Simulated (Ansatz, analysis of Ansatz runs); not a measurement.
# A hop of Na in AlBO3 (R-3c), charge 0, part 2 of 4

Wanted: path and barrier of a jump of Na in AlBO3 (R-3c) at charge 0. The case: Na_i hop between interstitial places, in a cell of 80 host atoms with 1 Na put in.

Ansatz 0.2.0; plane-wave PAW DFT, PBEsol; nudged elastic band between two relaxed defect structures.

So far: Set-up; Relaxation of the start point, charge 0.

### Step 2. Relaxation of the start point, charge 0 (continued)

Level of this step: plane-wave PAW DFT, PBEsol; relaxation of all atoms of a defect supercell (Ansatz).

Relaxation path:

| step | energy less that of the first step (eV) | largest force component (eV/Å) |
| --- | --- | --- |
| 1 | 0.0000 | 9.4919 |
| 2 | -3.7185 | 6.9397 |
| 3 | -6.4626 | 3.9076 |
| 4 | -7.4557 | 0.8010 |
| 5 | -7.6189 | 0.3538 |
| 6 | -7.6445 | 0.1545 |
| 7 | -7.6491 | 0.0884 |
| 8 | -7.6507 | 0.0320 |
| 9 | -7.6508 | 0.0042 |

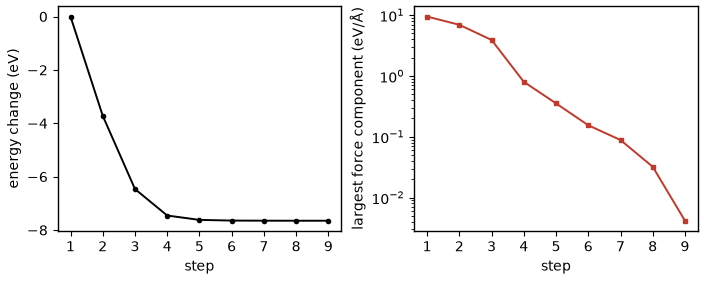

Energy and largest force along the relaxation.

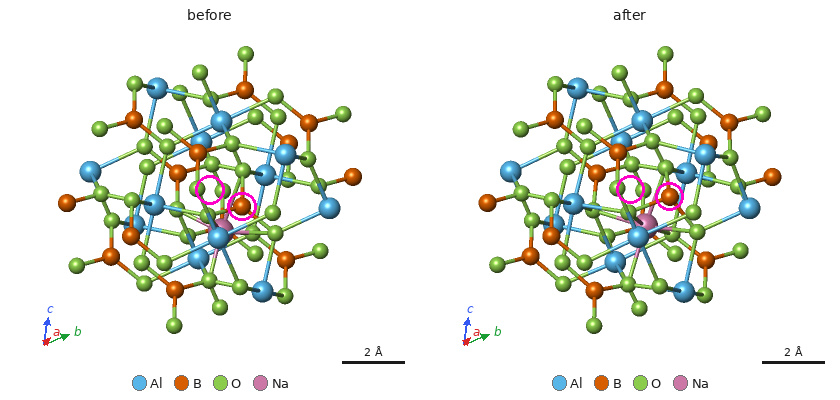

Before and after: the atoms that start within 5 Å of the centre. B4, which moves most, is ringed if it is among them. A ring with no atom in it marks the middle of the ideal hop.

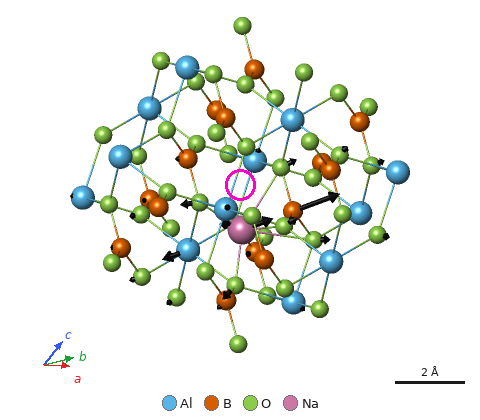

Displacements in the relaxation from the typed sites near the centre, exaggerated, the mean shift taken out; the longest in the cell stands for 0.62 Å. A ring marks the middle of the ideal hop wherever no atom is near it.

The atoms that moved most (Å, from the sites as typed, ahead of the random displacement, the mean shift of all atoms taken out):

| atom | dx | dy | dz | length |
| --- | --- | --- | --- | --- |
| B4 | 0.000 | 0.000 | 0.617 | 0.617 |
| Na81 | 0.000 | 0.000 | 0.320 | 0.320 |
| Al2 | 0.000 | 0.000 | -0.271 | 0.271 |
| O10 | 0.056 | -0.055 | -0.155 | 0.174 |
| O6 | 0.020 | 0.076 | -0.155 | 0.174 |
| O5 | -0.076 | -0.021 | -0.155 | 0.174 |
| O49 | 0.028 | -0.035 | 0.137 | 0.144 |
| O28 | 0.016 | 0.042 | 0.136 | 0.143 |

Neighbours of Na81 at the end:

| atom | distance (Å) |
| --- | --- |
| O10 | 1.962 |
| O6 | 1.962 |
| O5 | 1.962 |
| B4 | 1.962 |
| O49 | 2.045 |
| O17 | 2.045 |
| O28 | 2.045 |
| Al2 | 2.360 |

Numbers from this step:

```
free energy                                                                                       : -39324.3678 eV
total moment                                                                                      : 1 μB
integral of the absolute spin density                                                             : 1.069 μB
spin contamination                                                                                : 0.002644
r.m.s. move of the farther half of the atoms                                                      : 0.02915 Å
largest move from the ideal geometry of this structure, a common shift of the far atoms taken out : 0.6244 Å
```

The relaxation gained 7.651 eV and ended with a largest force component of 0.0042 eV/Å.

### Step 3. Relaxation of the end point, charge 0

The end point is relaxed in the same cell and settings, so that the two energies compare. Atoms more than 3.2 Å from the middle of the hop start where the first relaxation left them, the nearer ones on or close to their ideal places, with small random displacements.

The input, q0_M1.end/input.yaml:

```yaml
crystal:
  lattice:
    - [4.47530425, 2.58381811, 9.15826506]
    - [-4.47530425, 2.58381811, 9.15826506]
    - [0.0, -5.16763623, 9.15826506]
  atoms:
    - { symbol: Al, position: [-0.00024286, 0.00019234, 0.0006626] }
    - { symbol: Al, position: [0.25, 0.25, 0.25] }
[... 1 atom line left out ...]
    - { symbol: B, position: [0.375, 0.375, 0.375] }
    - { symbol: O, position: [0.125, 0.47063163, 0.27936837] }
[... 4 atom lines left out ...]
    - { symbol: O, position: [0.27936837, 0.125, 0.47063163] }
[... 2 atom lines left out ...]
    - { symbol: B, position: [0.125, 0.125, 0.625] }
[... 3 atom lines left out ...]
    - { symbol: O, position: [0.22063163, 0.375, 0.52936837] }
    - { symbol: O, position: [0.375, 0.02936837, 0.72063163] }
[... 12 atom lines left out ...]
    - { symbol: Al, position: [0.0, 0.5, 0.5] }
[... 17 atom lines left out ...]
    - { symbol: O, position: [0.52936837, 0.22063163, 0.375] }
[... 1 atom line left out ...]
    - { symbol: Al, position: [0.5, 0.0, 0.5] }
[... 4 atom lines left out ...]
    - { symbol: O, position: [0.97063163, 0.27936837, 0.625] }
[... 24 atom lines left out ...]
    - { symbol: Na, position: [0.1856, 0.1856, 0.6856] }
basis:
  ecutwfc: 420
  xc_grid: 2
hamiltonian:
  xc: pbesol
kpoints:
  mp_grid: { grid: [1, 1, 1], shift: [0.25, 0.25, 0.25] }
magnetization:
  spin_polarized: true
  initial_magnetization: 1
  spin_locking: { lock_magnetization: hard }
scf:
  occupations: { method: fixed }
  max_iter: 120
output:
  forces: true
relax:
  f_tol: 0.02
  max_steps: 70
  random_displacement: { amplitude: 0.01, seed: 7911 }
```

On the command line:

```bash
> ansatz run input.yaml --threads 4 --pin off --max-ram 14131MiB --backend cpu --events-out ev --progress --plain --runs-dir out
```

Numbers of over 12 decimals in the logs are rounded to 6 here.

The log of the run:

```text
[...]
Crystal: 81 atoms, lattice volume = 635.403 Å³
Basis set: ecut = 420 eV, 12439 PW (Γ), exchange–correlation on 144×144×144 points (8 copies of the dense FFT grid, shifted against one another)
Bands: 278, of which v1, the nominal top of the filled ones, is band 197 counted from 1 (196 counted from 0)
Symmetry: 1 space group operations
k-points: 1
[...]
Starting moments: Σ|m| = 1 μB on 81 of 81 sites
[...]
SCF iter   1: F=—  HF=-39349.685634 eV  |F-HF|=—  |Δ(HF+E_count)|=         —  Δρ=6.58e-2 (↑6.58e-2 ↓6.45e-2)  dr2=1.06e2  dr2_m=3.71e-1  M=1.000 μB ∫|m|=1.018 μB  β_m=0.30  ethr=3.10e-3  ⟨swp⟩=4.0  Hψ=1708  notcnv=0  defer=154
[...]
F+E_penalty+E_count = -39324.36768687 eV   max|allowed force component| = 1.684e-2 eV/Å
  atoms:
    - { symbol: Al, position: [-0.003810, -0.005865, 0.006479] }
    - { symbol: Al, position: [0.251921, 0.247519, 0.249185] }
    [... 1 atom left out ...]
    - { symbol: B, position: [0.377142, 0.380073, 0.374142] }
    - { symbol: O, position: [0.126327, 0.469249, 0.280933] }
    [... 4 atoms left out ...]
    - { symbol: O, position: [0.279478, 0.115561, 0.465051] }
    [... 2 atoms left out ...]
    - { symbol: B, position: [0.102242, 0.102531, 0.602886] }
    [... 3 atoms left out ...]
    - { symbol: O, position: [0.223364, 0.390372, 0.528195] }
    [... 13 atoms left out ...]
    - { symbol: Al, position: [-0.006187, 0.506144, 0.496811] }
    [... 17 atoms left out ...]
    - { symbol: O, position: [0.527452, 0.221608, 0.376564] }
    [... 1 atom left out ...]
    - { symbol: Al, position: [0.505995, -0.003596, 0.494424] }
    [... 4 atoms left out ...]
    - { symbol: O, position: [0.964491, 0.279810, 0.615900] }
    [... 24 atoms left out ...]
    - { symbol: Na, position: [0.173824, 0.173827, 0.674226] }
[key lines of the parts left out:]
SCF converged after 2 iterations
Magnetization: 1.0000 μB (197.0000 up, 196.0000 down)
Free energy (F): -39324.367687 eV
Fermi energy:    12.315018 (↑ 12.315018, ↓ 7.407793) eV
```

It took 2.3 min on 4 threads of Arm Neoverse V1, shared host; peak memory 1.9 GiB.

Relaxation path:

| step | energy less that of the first step (eV) | largest force component (eV/Å) |
| --- | --- | --- |
| 1 | 0.0000 | 9.7804 |
| 2 | -3.5816 | 7.1048 |
| 3 | -6.2365 | 3.9287 |
| 4 | -7.2279 | 0.7162 |
| 5 | -7.3704 | 0.3672 |
| 6 | -7.3937 | 0.1823 |
| 7 | -7.3966 | 0.0965 |
| 8 | -7.3984 | 0.0168 |
| 9 | -7.3984 | 0.0168 |

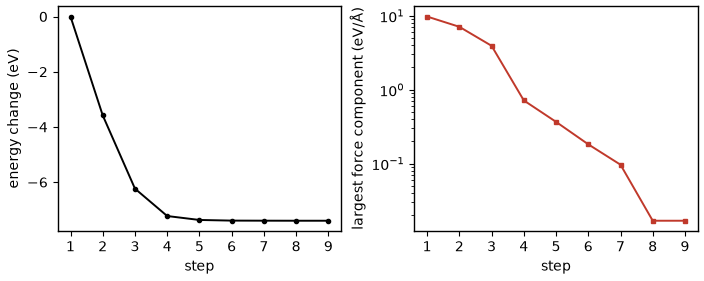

Energy and largest force along the relaxation.

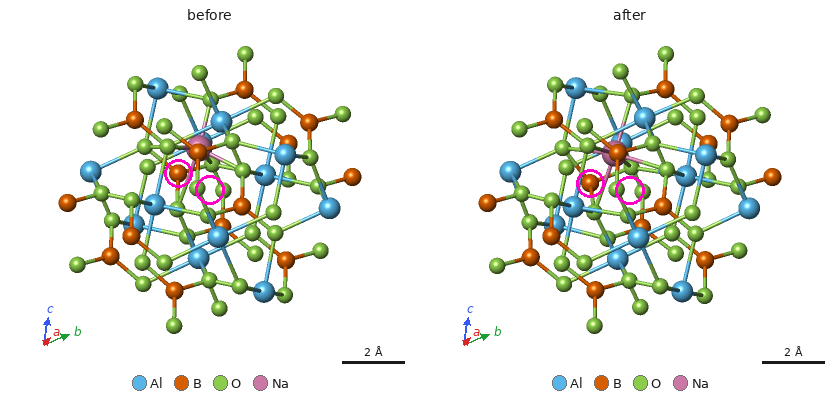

Before and after: the atoms that start within 5 Å of the centre. B13, which moves most, is ringed if it is among them. A ring with no atom in it marks the middle of the ideal hop.

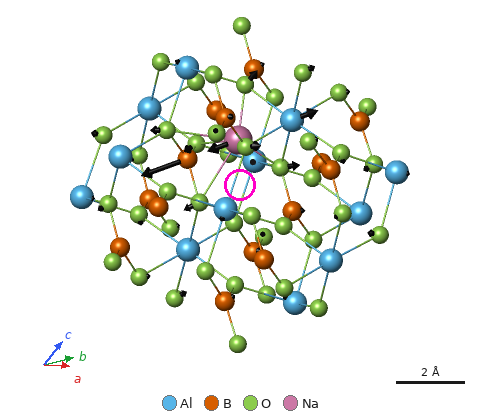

Displacements in the relaxation from the typed sites near the centre, exaggerated; the longest in the cell stands for 0.62 Å. A ring marks the middle of the ideal hop wherever no atom is near it.

The atoms that moved most (Å, from the sites as typed, ahead of the random displacement):

| atom | dx | dy | dz | length |
| --- | --- | --- | --- | --- |
| B13 | -0.002 | -0.002 | -0.616 | 0.616 |
| Na81 | -0.001 | -0.001 | -0.319 | 0.319 |
| Al12 | -0.002 | -0.001 | 0.273 | 0.273 |
| O17 | -0.057 | 0.054 | 0.156 | 0.174 |
| O19 | -0.022 | -0.078 | 0.154 | 0.174 |
| O18 | 0.075 | 0.019 | 0.155 | 0.173 |
| O35 | -0.018 | -0.043 | -0.136 | 0.144 |
| O10 | 0.042 | 0.005 | -0.136 | 0.143 |

Neighbours of Na81 at the end:

| atom | distance (Å) |
| --- | --- |
| O18 | 1.961 |
| O17 | 1.961 |
| O19 | 1.961 |
| B13 | 1.962 |
| O10 | 2.045 |
| O35 | 2.045 |
| O56 | 2.046 |
| Al12 | 2.362 |

Numbers from this step:

* free energy: -39324.3677 eV
* total moment: 1 μB
* integral of the absolute spin density: 1.069 μB
* spin contamination: 0.002644
* r.m.s. move of the farther half of the atoms: 0.02823 Å
* largest move from the ideal geometry of this structure, a common shift of the far atoms taken out: 0.6221 Å

The relaxation gained 7.398 eV and ended with a largest force component of 0.017 eV/Å. The end lies within 1 meV of the start.

[end of part 2 of 4]

[Logs are printed without paths, hosts, clocks, repeated set-up lines and the standing remarks that a program may print on its own settings, such as how far it seeks lower states.]

[Hosts, paths, dates, database ids (printed as entryN), source tags and the programs' standing remarks are cut or masked in the printed files.]
